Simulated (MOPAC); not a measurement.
## Geometry relaxation, with input and output: CH₅AlO (charge +1) (part 3 of 3)

Continued. System: CH₅AlO, charge +1, multiplicity 2. Method: PM6-D3, unrestricted, dispersion D3 (MOPAC 23.2.5). The starting geometry was optimised with PM6-D3.

Geometry of the input (Å):
```
C  -0.7709  0.9902  -0.0795
Al 0.5882  -0.3796  -0.2542
O  0.5202  -1.6769  0.9178
H  -0.3051  1.9485  0.1601
H  -1.4599  0.7159  0.7248
H  -1.3272  1.0881  -1.0138
H  1.7089  -0.4061  -1.3375
H  1.2279  -2.3460  0.7893
```

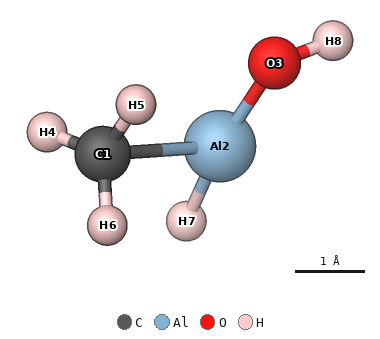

Fig. 1: The geometry at step 53 of the log (ball-and-stick view, seen at a tilt; atoms are numbered from 1 in the order of the input).

Trajectory as extended XYZ, continued:
```
8
Properties=species:S:1:pos:R:3:forces:R:3 step=39 energy=7.33630
C    -0.8711    1.0381   -0.0119    0.0020   0.0026  -0.0001
Al    0.8303   -0.5657   -0.3605   -0.0001   0.0008  -0.0017
O     0.3750   -1.4984    0.9407   -0.0026  -0.0008  -0.0022
H    -0.2378    1.8678    0.2710   -0.0019  -0.0014   0.0015
H    -1.3341    0.4389    0.7684    0.0024   0.0006   0.0015
H    -1.3198    1.0526   -0.9948   -0.0020  -0.0021  -0.0007
H     1.4838    0.0630   -1.6055    0.0022  -0.0001   0.0006
H     0.9247   -2.3355    1.1092    0.0001   0.0005   0.0011
8
Properties=species:S:1:pos:R:3:forces:R:3 step=40 energy=7.33629
C    -0.8710    1.0379   -0.0116    0.0027   0.0038  -0.0001
Al    0.8305   -0.5656   -0.3606   -0.0008   0.0012  -0.0022
O     0.3742   -1.4984    0.9401   -0.0006  -0.0014  -0.0019
H    -0.2379    1.8682    0.2702   -0.0018  -0.0027   0.0027
H    -1.3336    0.4391    0.7694    0.0030   0.0015   0.0009
H    -1.3200    1.0515   -0.9943   -0.0035  -0.0027  -0.0018
H     1.4845    0.0630   -1.6054    0.0021  -0.0001   0.0011
H     0.9253   -2.3345    1.1101   -0.0010   0.0006   0.0012
8
Properties=species:S:1:pos:R:3:forces:R:3 step=41 energy=7.33626
C    -0.8708    1.0369   -0.0101    0.0027   0.0051   0.0015
Al    0.8314   -0.5651   -0.3613   -0.0004   0.0013  -0.0025
O     0.3714   -1.4981    0.9381    0.0033  -0.0040  -0.0023
H    -0.2382    1.8690    0.2673   -0.0021  -0.0036   0.0043
H    -1.3315    0.4408    0.7741    0.0044   0.0031  -0.0012
H    -1.3210    1.0460   -0.9923   -0.0054  -0.0037  -0.0039
H     1.4888    0.0622   -1.6050    0.0010   0.0001   0.0022
H     0.9261   -2.3311    1.1125   -0.0035   0.0018   0.0020
8
Properties=species:S:1:pos:R:3:forces:R:3 step=42 energy=7.33623
C    -0.8704    1.0360   -0.0083    0.0014   0.0037   0.0013
Al    0.8323   -0.5646   -0.3623    0.0012   0.0008  -0.0017
O     0.3675   -1.4985    0.9349    0.0063  -0.0032  -0.0012
H    -0.2388    1.8707    0.2637   -0.0022  -0.0031   0.0025
H    -1.3285    0.4440    0.7807    0.0041   0.0030  -0.0024
H    -1.3224    1.0378   -0.9898   -0.0040  -0.0026  -0.0020
H     1.4947    0.0617   -1.6038   -0.0007   0.0005   0.0027
H     0.9288   -2.3253    1.1177   -0.0060   0.0009   0.0008
8
Properties=species:S:1:pos:R:3:forces:R:3 step=43 energy=7.33622
C    -0.8707    1.0357   -0.0082    0.0010   0.0021   0.0003
Al    0.8328   -0.5646   -0.3626    0.0013   0.0017  -0.0021
O     0.3680   -1.4974    0.9354    0.0012  -0.0008  -0.0007
H    -0.2385    1.8696    0.2644   -0.0019  -0.0006   0.0011
H    -1.3291    0.4438    0.7805    0.0031   0.0009  -0.0003
H    -1.3229    1.0376   -0.9896   -0.0022  -0.0015  -0.0016
H     1.4950    0.0615   -1.6042   -0.0003   0.0007   0.0017
H     0.9256   -2.3267    1.1161   -0.0022  -0.0025   0.0016
8
Properties=species:S:1:pos:R:3:forces:R:3 step=44 energy=7.33622
C    -0.8708    1.0347   -0.0072    0.0001   0.0001  -0.0007
Al    0.8339   -0.5645   -0.3634    0.0011   0.0013  -0.0006
O     0.3670   -1.4957    0.9348   -0.0005   0.0000   0.0001
H    -0.2384    1.8688    0.2638   -0.0010   0.0013  -0.0012
H    -1.3284    0.4444    0.7830    0.0023  -0.0004   0.0005
H    -1.3241    1.0341   -0.9882   -0.0009   0.0000   0.0003
H     1.4978    0.0611   -1.6043   -0.0001   0.0010   0.0009
H     0.9222   -2.3264    1.1161   -0.0010  -0.0033   0.0007
8
Properties=species:S:1:pos:R:3:forces:R:3 step=45 energy=7.33622
C    -0.8712    1.0323   -0.0050   -0.0006  -0.0017  -0.0015
Al    0.8365   -0.5640   -0.3651   -0.0021   0.0012   0.0022
O     0.3647   -1.4919    0.9338   -0.0005  -0.0030   0.0014
H    -0.2383    1.8672    0.2621   -0.0001   0.0029  -0.0023
H    -1.3266    0.4449    0.7885    0.0008  -0.0005   0.0000
H    -1.3268    1.0270   -0.9851    0.0015   0.0011   0.0017
H     1.5038    0.0597   -1.6050   -0.0002   0.0014   0.0002
H     0.9141   -2.3263    1.1154    0.0012  -0.0014  -0.0016
8
Properties=species:S:1:pos:R:3:forces:R:3 step=46 energy=7.33621
C    -0.8710    1.0339   -0.0066    0.0000  -0.0004  -0.0004
Al    0.8346   -0.5643   -0.3639    0.0010   0.0005   0.0005
O     0.3664   -1.4944    0.9347   -0.0006  -0.0016   0.0005
H    -0.2385    1.8683    0.2633   -0.0002   0.0017  -0.0011
H    -1.3277    0.4442    0.7845    0.0012   0.0005   0.0004
H    -1.3249    1.0323   -0.9873   -0.0004  -0.0005   0.0000
H     1.4995    0.0606   -1.6046   -0.0001   0.0011   0.0005
H     0.9194   -2.3268    1.1156   -0.0008  -0.0014  -0.0004
8
Properties=species:S:1:pos:R:3:forces:R:3 step=47 energy=7.33621
C    -0.8710    1.0336   -0.0062    0.0002  -0.0002  -0.0007
Al    0.8350   -0.5642   -0.3641    0.0007   0.0009   0.0007
O     0.3659   -1.4941    0.9343   -0.0006  -0.0018   0.0005
H    -0.2384    1.8683    0.2626   -0.0006   0.0015  -0.0011
H    -1.3274    0.4447    0.7857    0.0020   0.0003  -0.0001
H    -1.3253    1.0308   -0.9868   -0.0008  -0.0002   0.0003
H     1.5006    0.0605   -1.6045   -0.0003   0.0011   0.0007
H     0.9188   -2.3263    1.1159   -0.0005  -0.0017  -0.0004
8
Properties=species:S:1:pos:R:3:forces:R:3 step=48 energy=7.33621
C    -0.8709    1.0333   -0.0058    0.0006   0.0003  -0.0009
Al    0.8353   -0.5640   -0.3643    0.0005   0.0005   0.0007
O     0.3650   -1.4942    0.9336    0.0004  -0.0013   0.0010
H    -0.2386    1.8688    0.2612   -0.0007   0.0008  -0.0004
H    -1.3265    0.4454    0.7874    0.0023   0.0008  -0.0007
H    -1.3258    1.0286   -0.9860   -0.0016  -0.0001   0.0000
H     1.5020    0.0605   -1.6042   -0.0007   0.0013   0.0010
H     0.9190   -2.3253    1.1167   -0.0008  -0.0021  -0.0007
8
Properties=species:S:1:pos:R:3:forces:R:3 step=49 energy=7.33621
C    -0.8710    1.0334   -0.0059    0.0005   0.0002  -0.0004
Al    0.8353   -0.5641   -0.3642    0.0004   0.0002   0.0012
O     0.3652   -1.4941    0.9338    0.0000  -0.0019   0.0006
H    -0.2386    1.8687    0.2613   -0.0007   0.0011  -0.0002
H    -1.3265    0.4452    0.7871    0.0017   0.0011  -0.0005
H    -1.3258    1.0290   -0.9861   -0.0010  -0.0007  -0.0005
H     1.5017    0.0606   -1.6042   -0.0005   0.0012   0.0008
H     0.9184   -2.3259    1.1162   -0.0005  -0.0013  -0.0009
8
Properties=species:S:1:pos:R:3:forces:R:3 step=50 energy=7.33620
C    -0.8710    1.0336   -0.0063    0.0008   0.0001   0.0001
Al    0.8351   -0.5640   -0.3639    0.0006  -0.0007   0.0027
O     0.3658   -1.4944    0.9342   -0.0007  -0.0018  -0.0001
H    -0.2386    1.8692    0.2604   -0.0006   0.0012  -0.0001
H    -1.3262    0.4457    0.7871    0.0017   0.0011  -0.0005
H    -1.3261    1.0290   -0.9864   -0.0014  -0.0008  -0.0008
H     1.5012    0.0614   -1.6037   -0.0003   0.0010   0.0004
H     0.9179   -2.3273    1.1151   -0.0001  -0.0001  -0.0016
8
Properties=species:S:1:pos:R:3:forces:R:3 step=51 energy=7.33617
C    -0.8710    1.0348   -0.0077    0.0021   0.0008   0.0010
Al    0.8346   -0.5637   -0.3623    0.0010  -0.0042   0.0048
O     0.3675   -1.4963    0.9350   -0.0024   0.0008  -0.0010
H    -0.2392    1.8722    0.2543   -0.0011   0.0006   0.0006
H    -1.3235    0.4488    0.7887    0.0020   0.0007  -0.0008
H    -1.3285    1.0266   -0.9867   -0.0026  -0.0010  -0.0011
H     1.4996    0.0649   -1.6010    0.0004   0.0004  -0.0001
H     0.9157   -2.3330    1.1101    0.0006   0.0018  -0.0035
8
Properties=species:S:1:pos:R:3:forces:R:3 step=52 energy=7.33616
C    -0.8711    1.0357   -0.0089    0.0028   0.0021   0.0015
Al    0.8348   -0.5629   -0.3603    0.0008  -0.0051   0.0062
O     0.3688   -1.4979    0.9356   -0.0039  -0.0001  -0.0029
H    -0.2406    1.8771    0.2438   -0.0026  -0.0018   0.0008
H    -1.3178    0.4537    0.7937    0.0028   0.0014  -0.0019
H    -1.3336    1.0197   -0.9855   -0.0024  -0.0010   0.0003
H     1.5001    0.0695   -1.5970    0.0010  -0.0006  -0.0004
H     0.9100   -2.3409    1.1023    0.0015   0.0050  -0.0036
8
Properties=species:S:1:pos:R:3:forces:R:3 step=53 energy=7.33613
C    -0.8710    1.0354   -0.0083    0.0018   0.0017   0.0006
Al    0.8357   -0.5626   -0.3603    0.0008  -0.0015   0.0039
O     0.3672   -1.4979    0.9345   -0.0048   0.0001  -0.0028
H    -0.2417    1.8789    0.2398   -0.0013  -0.0015   0.0000
H    -1.3144    0.4554    0.7976    0.0025   0.0014  -0.0007
H    -1.3360    1.0147   -0.9837   -0.0023  -0.0009   0.0004
H     1.5029    0.0699   -1.5959    0.0009   0.0000  -0.0004
H     0.9088   -2.3404    1.1020    0.0026   0.0008  -0.0010
8
Properties=species:S:1:pos:R:3:forces:R:3 step=54 energy=7.33625
C    -0.8710    1.0355   -0.0078   -0.0059  -0.0032  -0.0110
Al    0.8364   -0.5639   -0.3607    0.0012   0.0364  -0.0272
O     0.3663   -1.4969    0.9345   -0.0209   0.0163   0.0000
H    -0.2433    1.8792    0.2423    0.0050   0.0029  -0.0007
H    -1.3141    0.4536    0.7962   -0.0020  -0.0031   0.0109
H    -1.3366    1.0156   -0.9829    0.0045   0.0022   0.0005
H     1.5040    0.0682   -1.5963   -0.0002  -0.0003   0.0001
H     0.9096   -2.3362    1.1005    0.0182  -0.0511   0.0274
8
Properties=species:S:1:pos:R:3:forces:R:3 step=55 energy=7.33661
C    -0.8691    1.0283    0.0021   -0.0048   0.0099   0.0078
Al    0.8472   -0.5562   -0.3630   -0.0174  -0.0297   0.0301
O     0.3418   -1.4974    0.9151    0.0438  -0.0186  -0.0112
H    -0.2535    1.8986    0.1930   -0.0289  -0.0448  -0.0123
H    -1.2724    0.4754    0.8502    0.0165   0.0335  -0.0501
H    -1.3633    0.9495   -0.9581    0.0224   0.0009   0.0473
H     1.5446    0.0695   -1.5854   -0.0044   0.0063   0.0077
H     0.8995   -2.3250    1.1151   -0.0273   0.0426  -0.0192
8
Properties=species:S:1:pos:R:3:forces:R:3 step=56 energy=7.33613
C    -0.8707    1.0358   -0.0084    0.0046   0.0002   0.0024
Al    0.8355   -0.5618   -0.3597    0.0049  -0.0165   0.0122
O     0.3661   -1.5000    0.9328    0.0006  -0.0110   0.0015
H    -0.2426    1.8813    0.2343    0.0053   0.0092   0.0033
H    -1.3106    0.4587    0.8010   -0.0023  -0.0045   0.0069
H    -1.3377    1.0104   -0.9822   -0.0093  -0.0025  -0.0116
H     1.5041    0.0717   -1.5939    0.0018   0.0015  -0.0017
H     0.9107   -2.3408    1.1041   -0.0056   0.0236  -0.0129
8
Properties=species:S:1:pos:R:3:forces:R:3 step=57 energy=7.33607
C    -0.8703    1.0340   -0.0053   -0.0012  -0.0014  -0.0020
Al    0.8392   -0.5613   -0.3607   -0.0006   0.0072  -0.0048
O     0.3589   -1.4988    0.9280   -0.0018   0.0015   0.0015
H    -0.2467    1.8868    0.2234    0.0041   0.0030   0.0001
H    -1.2994    0.4629    0.8142   -0.0018  -0.0016   0.0046
H    -1.3456    0.9934   -0.9749   -0.0006   0.0006  -0.0045
H     1.5160    0.0711   -1.5911   -0.0006   0.0023   0.0000
H     0.9077   -2.3341    1.1057    0.0026  -0.0116   0.0051
8
Properties=species:S:1:pos:R:3:forces:R:3 step=58 energy=7.33605
C    -0.8703    1.0348   -0.0064    0.0006  -0.0003   0.0020
Al    0.8382   -0.5613   -0.3600   -0.0005  -0.0017   0.0033
O     0.3606   -1.5000    0.9290    0.0009  -0.0008  -0.0013
H    -0.2460    1.8870    0.2235    0.0005   0.0000  -0.0002
H    -1.3005    0.4631    0.8125    0.0005   0.0013  -0.0008
H    -1.3447    0.9959   -0.9766   -0.0013  -0.0006  -0.0020
H     1.5130    0.0727   -1.5908   -0.0004   0.0011   0.0007
H     0.9084   -2.3369    1.1049   -0.0004   0.0011  -0.0017
8
Properties=species:S:1:pos:R:3:forces:R:3 step=59 energy=7.33605
C    -0.8702    1.0353   -0.0068    0.0007   0.0007   0.0014
Al    0.8380   -0.5611   -0.3595   -0.0002  -0.0030   0.0046
O     0.3607   -1.5010    0.9289    0.0017  -0.0016  -0.0016
H    -0.2463    1.8884    0.2210   -0.0009  -0.0025  -0.0010
H    -1.2991    0.4644    0.8135    0.0011   0.0023  -0.0022
H    -1.3456    0.9946   -0.9766   -0.0006  -0.0004   0.0011
H     1.5128    0.0740   -1.5897   -0.0003   0.0008   0.0008
H     0.9088   -2.3380    1.1042   -0.0015   0.0037  -0.0031
8
Properties=species:S:1:pos:R:3:forces:R:3 step=60 energy=7.33606
C    -0.8695    1.0381   -0.0091    0.0009   0.0073  -0.0030
Al    0.8374   -0.5594   -0.3552   -0.0001  -0.0106   0.0097
O     0.3602   -1.5081    0.9268    0.0069  -0.0056  -0.0020
H    -0.2501    1.9008    0.1980   -0.0148  -0.0212  -0.0040
H    -1.2844    0.4763    0.8254    0.0055   0.0101  -0.0153
H    -1.3554    0.9790   -0.9738    0.0088   0.0016   0.0232
H     1.5143    0.0837   -1.5802    0.0003  -0.0003   0.0010
H     0.9086   -2.3466    1.0974   -0.0075   0.0188  -0.0095
8
Properties=species:S:1:pos:R:3:forces:R:3 step=61 energy=7.33603
C    -0.8700    1.0366   -0.0079    0.0001   0.0014  -0.0016
Al    0.8376   -0.5607   -0.3577    0.0008  -0.0017   0.0029
O     0.3611   -1.5038    0.9285    0.0010  -0.0022  -0.0009
H    -0.2477    1.8929    0.2129   -0.0026  -0.0041  -0.0015
H    -1.2941    0.4688    0.8170    0.0010   0.0022  -0.0022
H    -1.3490    0.9898   -0.9759    0.0013   0.0001   0.0054
H     1.5124    0.0778   -1.5861    0.0003   0.0005   0.0003
H     0.9090   -2.3416    1.1008   -0.0019   0.0039  -0.0024
8
Properties=species:S:1:pos:R:3:forces:R:3 step=62 energy=7.33602
C    -0.8698    1.0370   -0.0081    0.0001   0.0014  -0.0010
Al    0.8378   -0.5602   -0.3569    0.0010  -0.0020   0.0029
O     0.3603   -1.5052    0.9276    0.0015  -0.0026  -0.0006
H    -0.2490    1.8958    0.2068   -0.0024  -0.0048  -0.0017
H    -1.2899    0.4719    0.8207    0.0008   0.0024  -0.0026
H    -1.3518    0.9849   -0.9744    0.0012   0.0003   0.0056
H     1.5139    0.0799   -1.5838    0.0004   0.0005   0.0002
H     0.9083   -2.3430    1.0994   -0.0025   0.0049  -0.0028
8
Properties=species:S:1:pos:R:3:forces:R:3 step=63 energy=7.33602
C    -0.8692    1.0377   -0.0079   -0.0021   0.0027   0.0012
Al    0.8410   -0.5576   -0.3535   -0.0022  -0.0003   0.0020
O     0.3548   -1.5103    0.9220    0.0026   0.0007  -0.0013
H    -0.2555    1.9102    0.1722   -0.0119  -0.0196  -0.0032
H    -1.2666    0.4896    0.8442    0.0060   0.0111  -0.0177
H    -1.3686    0.9535   -0.9637    0.0095   0.0028   0.0196
H     1.5255    0.0904   -1.5716   -0.0002  -0.0005   0.0014
H     0.9007   -2.3499    1.0915   -0.0016   0.0030  -0.0021
8
Properties=species:S:1:pos:R:3:forces:R:3 step=64 energy=7.33600
C    -0.8697    1.0370   -0.0079    0.0002   0.0004  -0.0004
Al    0.8390   -0.5594   -0.3560    0.0012  -0.0012   0.0016
O     0.3585   -1.5064    0.9259    0.0004  -0.0020   0.0000
H    -0.2509    1.8997    0.1962    0.0006  -0.0005  -0.0007
H    -1.2829    0.4775    0.8279   -0.0006   0.0001   0.0009
H    -1.3570    0.9750   -0.9707   -0.0008  -0.0002   0.0006
H     1.5178    0.0829   -1.5802    0.0006   0.0009  -0.0002
H     0.9053   -2.3451    1.0968   -0.0016   0.0027  -0.0018
8
Properties=species:S:1:pos:R:3:forces:R:3 step=65 energy=7.33599
C    -0.8696    1.0370   -0.0077   -0.0002   0.0001  -0.0004
Al    0.8398   -0.5588   -0.3553    0.0009  -0.0008   0.0011
O     0.3573   -1.5072    0.9247    0.0003  -0.0013   0.0001
H    -0.2523    1.9025    0.1886    0.0009  -0.0012  -0.0005
H    -1.2779    0.4815    0.8332   -0.0007   0.0003   0.0001
H    -1.3607    0.9678   -0.9681   -0.0007   0.0003   0.0010
H     1.5207    0.0851   -1.5776    0.0005   0.0007  -0.0001
H     0.9031   -2.3466    1.0948   -0.0011   0.0018  -0.0014
8
Properties=species:S:1:pos:R:3:forces:R:3 step=66 energy=7.33599
C    -0.8697    1.0368   -0.0074   -0.0005  -0.0002   0.0003
Al    0.8407   -0.5583   -0.3550    0.0003   0.0005   0.0004
O     0.3564   -1.5073    0.9239   -0.0007   0.0003  -0.0006
H    -0.2531    1.9041    0.1828    0.0001  -0.0020  -0.0003
H    -1.2745    0.4846    0.8375    0.0003   0.0011  -0.0018
H    -1.3637    0.9621   -0.9660   -0.0001   0.0006   0.0019
H     1.5231    0.0867   -1.5758    0.0002   0.0002   0.0005
H     0.9002   -2.3482    1.0926    0.0003  -0.0005  -0.0003
8
Properties=species:S:1:pos:R:3:forces:R:3 step=67 energy=7.33599
C    -0.8697    1.0367   -0.0074   -0.0002   0.0000   0.0000
Al    0.8408   -0.5583   -0.3550    0.0003  -0.0001   0.0004
O     0.3564   -1.5071    0.9239   -0.0004  -0.0002  -0.0002
H    -0.2529    1.9038    0.1830    0.0006  -0.0008   0.0001
H    -1.2748    0.4846    0.8374   -0.0003   0.0003  -0.0004
H    -1.3636    0.9621   -0.9659   -0.0005   0.0003   0.0005
H     1.5232    0.0865   -1.5759    0.0004   0.0004   0.0002
H     0.8999   -2.3483    1.0925    0.0000   0.0001  -0.0005
```

Results in brief:

| quantity | value |
| --- | --- |
| outcome | converged |
| total energy | −19.256429 hartree |
| dispersion energy | −0.001195 hartree |
| heat of formation | 169.17 kcal/mol |
| basis functions | 22 |
| largest force | 0.001 eV/Å |
| ⟨S²⟩ | 0.753 |
| hardware | 1 thread of Arm Neoverse V2, 24 GiB of memory available, shared host |
| peak memory | 0.086 GiB |

Notes:

MOPAC's energies along a path are heats of formation.
